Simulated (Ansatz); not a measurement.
These are PBE (plane waves to 420 eV, PAW; Ansatz, an electronic-structure program) values and carry that method's errors.

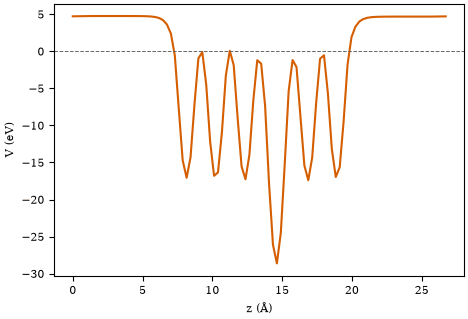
Figure. Planar average of the electrostatic potential across the slab, in eV from the Fermi level, for a constructed model of the (111) surface of fcc Cu, a layer of Re in place of the third plane (bottom of the slab: a bare face, its two planes held)

Set-up: 6 atoms, 10.7 Å thick at the start with caps and adatoms (thin: gaps and levels are the slab's own); mesh 17x17x1; 0.1 eV smearing; dipole correction on; 2 atoms held, the rest relaxed; held to the start's symmetry, so lower structures may exist; no spin, no spin-orbit, no U. In PBE it is, or lies within 0.01 eV a 1x1 cell of, the lowest of the 2 structures of its composition computed so far; subsurface sites and larger cells were not tried.

The vacuum level lies 4.68 eV above the Fermi level over the top face and 4.76 eV above it under the bottom face.
